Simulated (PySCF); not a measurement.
**C4H6F4: density, localisation and related maps**

```xyz
14

F    -2.0868   -0.4159   -1.3266
C    -1.9375    0.1990   -0.1126
C    -0.5728   -0.1216    0.4921
F    -0.5316   -1.4423    0.8726
C     0.5731    0.1219   -0.5012
F     0.5322    1.4426   -0.8815
C     1.9369   -0.1991    0.1055
F     2.0847    0.4157    1.3196
H    -2.0309    1.2761   -0.2783
H    -2.7359   -0.1703    0.5378
H    -0.4220    0.4773    1.3990
H     0.4233   -0.4781   -1.4075
H     2.7363    0.1703   -0.5431
H     2.0305   -1.2758    0.2723
```

Geometry: GFN2-xTB.

These are results of CAM-B3LYP/def2-SVPD, SCF density, gas phase in PySCF 2.14.0, not measurements.

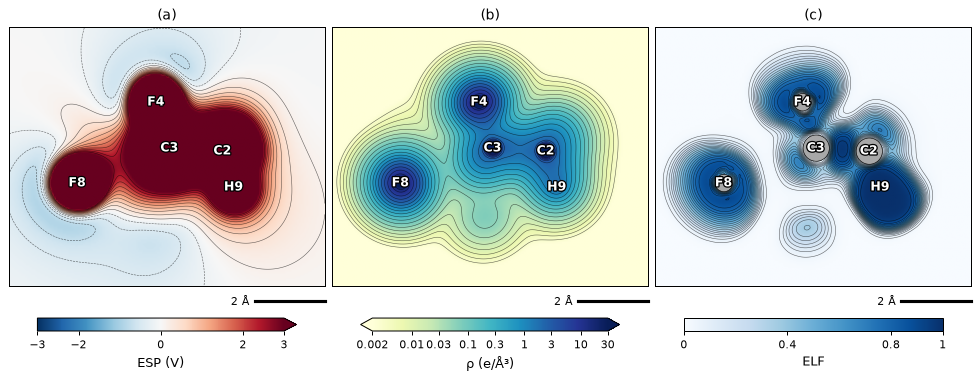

Figure 1. (a) electrostatic potential; (b) total electron density; (c) electron localisation function on the plane of atoms C2, C3 and F4. Grey discs cover the atomic cores in the ELF map.

**Interpret the plot.**

- The section cuts through C, F and H sites.
- C–F (1.38 Å): ρ at the midpoint is about 2.1 e/Å³, with its minimum of 1.6 e/Å³ about 0.5 Å from C; the ELF peaks at about 0.85 between the atoms; a polar covalent bond.
- C–C (1.53 Å): ρ at the midpoint is about 1.7 e/Å³; the ELF peaks at about 1 between the atoms, as expected for localised, covalent bonding.
- C–H (1.09 Å): the density is about 2.1 e/Å³ at the midpoint; the ELF climbs to about 1 towards the hydrogen, as it does in any bond to H; an ordinary covalent bond to hydrogen.
- The ELF also peaks beside F8 and F4, away from the bonds: lone-pair regions.
- Outside the dense part of the molecule the potential is most negative (−0.9 V) near F8.

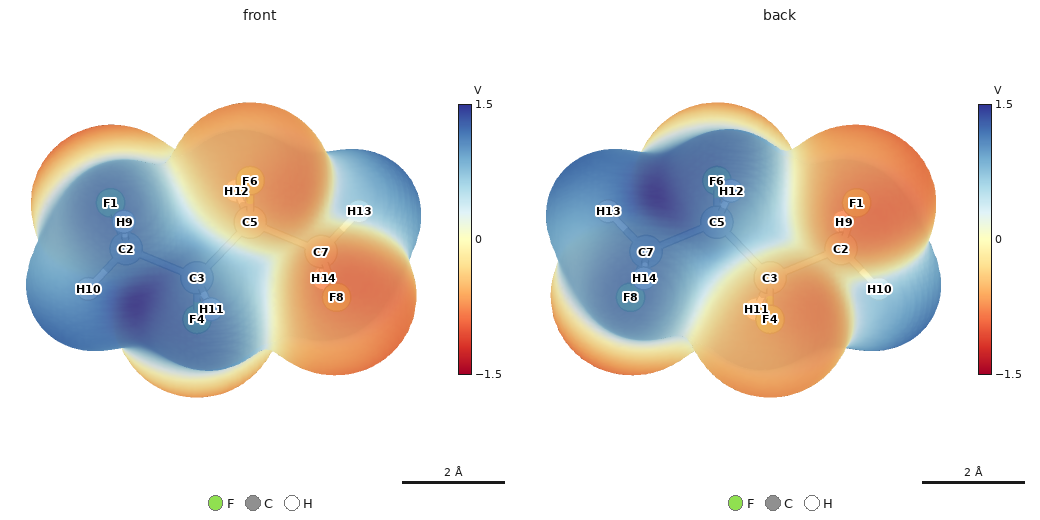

Figure 2. The molecular electrostatic potential painted on the density surface at 0.002 e/bohr³, seen from the front and from behind; red is negative and blue positive.

**Where is the surface potential most negative and most positive?**

The most negative region (about −0.9 V) lies over F1 and F8, the most positive (about +1.5 V) over C2 and C7.

**How polar is the molecule by this calculation?**

Its dipole moment is zero.
